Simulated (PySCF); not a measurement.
## Electronic structure of C$_{4}$H$_{12}$N$_{2}$ in real space

```yaml
atoms:
  - { symbol: C, position_ang: [1.6943, -0.5628, 1.6733] }
  - { symbol: N, position_ang: [0.8799, -0.7606, 0.4964] }
  - { symbol: C, position_ang: [-0.2847, 0.0007, 0.2325] }
  - { symbol: C, position_ang: [0.0878, 1.3790, -0.3679] }
  - { symbol: C, position_ang: [-1.1900, -0.6733, -0.7666] }
  - { symbol: N, position_ang: [-1.5949, -1.9707, -0.2840] }
  - { symbol: H, position_ang: [2.1526, 0.4286, 1.5885] }
  - { symbol: H, position_ang: [1.0167, -0.6018, 2.5107] }
  - { symbol: H, position_ang: [2.5254, -1.2612, 1.7728] }
  - { symbol: H, position_ang: [1.4739, -0.8000, -0.3479] }
  - { symbol: H, position_ang: [-0.8430, 0.2911, 1.0966] }
  - { symbol: H, position_ang: [0.4238, 2.0775, 0.3942] }
  - { symbol: H, position_ang: [1.0048, 1.1464, -0.9654] }
  - { symbol: H, position_ang: [-0.5954, 1.8710, -1.0480] }
  - { symbol: H, position_ang: [-2.1363, -0.0819, -0.7728] }
  - { symbol: H, position_ang: [-0.7537, -0.6975, -1.7852] }
  - { symbol: H, position_ang: [-0.7804, -2.4922, -0.1868] }
  - { symbol: H, position_ang: [-2.1759, -2.4660, -1.0042] }
```

Geometry: GFN2-xTB, MD frame at 250 fs, 300 K.

These are results of PBE0/pcSseg-1, SCF density, gas phase, non-relativistic in PySCF, not measurements.

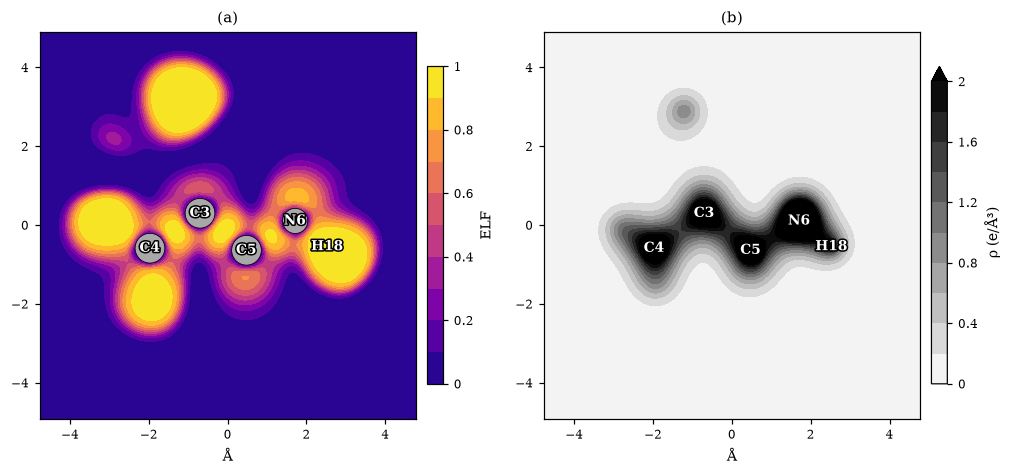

Figure 1. (a) electron localisation function; (b) electron density on the plane of atoms C4, C3 and C5. Grey discs cover the atomic cores in the ELF map.

Interpret the plot.

Answer.
- The section cuts through C, N and H sites.
- C–N (1.44 Å): ρ at the midpoint is about 2 e/Å³; the ELF peaks at about 0.95 between the atoms: a covalent bond.
- C–C (1.51 Å): the density is about 1.7 e/Å³ at the midpoint; the ELF peaks at about 0.95 between the atoms; localised, covalent bonding.
- C–C (1.55 Å): ρ at the midpoint is about 1.6 e/Å³; the ELF peaks at about 0.95 between the atoms; a shared electron pair.

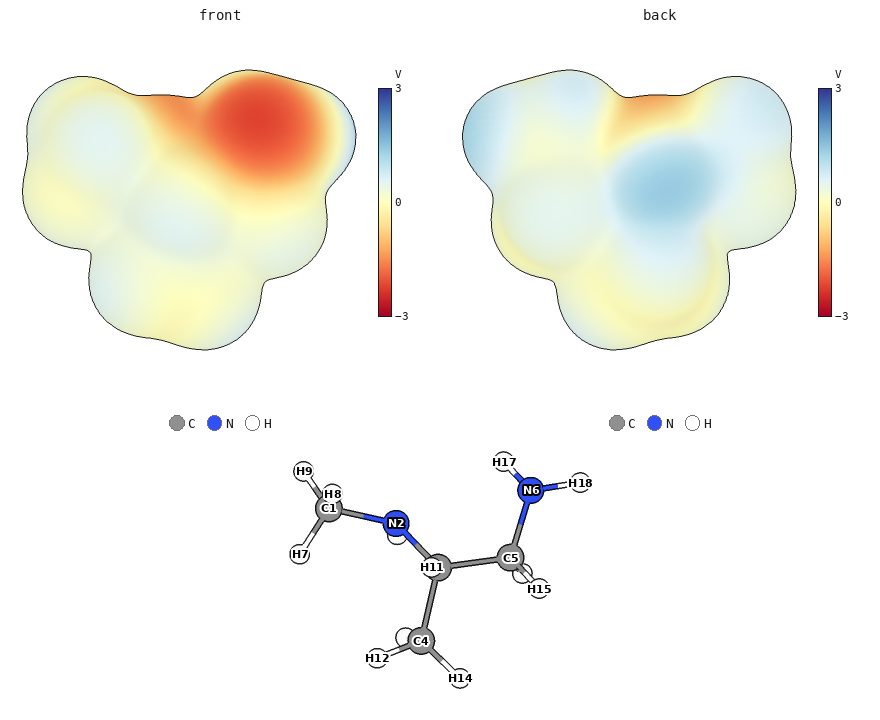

Figure 2. The molecular electrostatic potential painted on the density surface at 0.002 e/bohr³, seen from the front and from behind; the colour scale runs from red (negative) to blue (positive). The bare structure is drawn below in the same view.

Where is the surface potential most negative and most positive?

Answer. The most negative region (about −2.2 V, or −51 kcal/mol for a unit charge) lies over N6, the most positive (about +1.3 V, or +30 kcal/mol for a unit charge) over H10. N6 is the likeliest acceptor of a hydrogen bond.

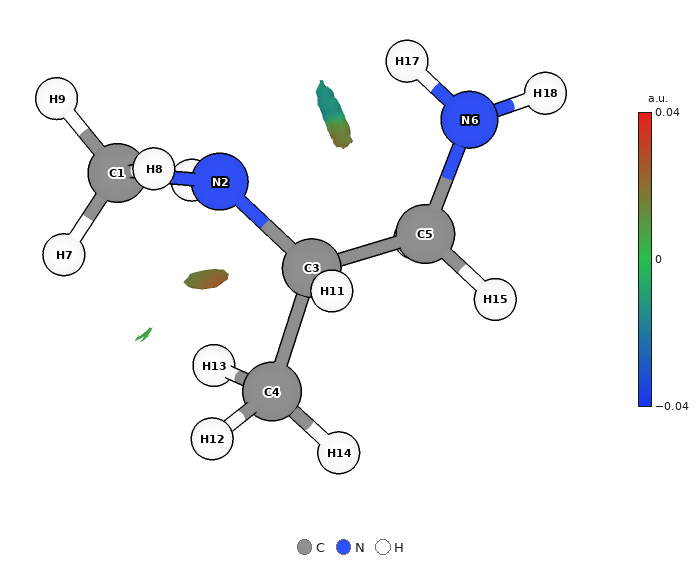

Figure 3. Non-covalent interaction (NCI) plot: the surface where the reduced density gradient is 0.5, for densities under 0.05 a.u., coloured by sign(λ₂)ρ; seen at a tilt.

Identify the weak interactions.

Answer. H17···N2 (2.5 Å): a hydrogen bond (blue, attractive); between H13 and C4 on one side and N2 and H10 on the other: a weak contact (green).
